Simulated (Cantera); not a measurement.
Feed: 1 mol PbO, a varied amount of H2, 18 mol N2, at 698 K and 10.0 Torr.

Cantera equilibrium calculation (NASA polynomials, part measured and part estimated; ideal gas, pure solids and liquids). Candidate condensed phases: H2O, Pb, PbO, PbO2, Pb3O4; 27 gas species. Kinetics and transport are ignored.

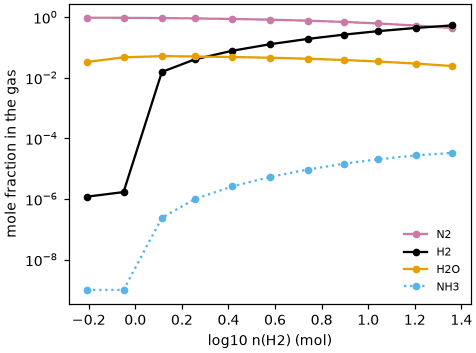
Fig. 1. Equilibrium gas composition (values under 1e-9 drawn at 1e-9)

From 0.62 mol H2 to 0.89 mol H2 the condensed part is Pb(l) + PbO(red). From 1.3 mol H2 to 23 mol H2 the condensed part is Pb(l). The main Pb-bearing gas is Pb throughout.
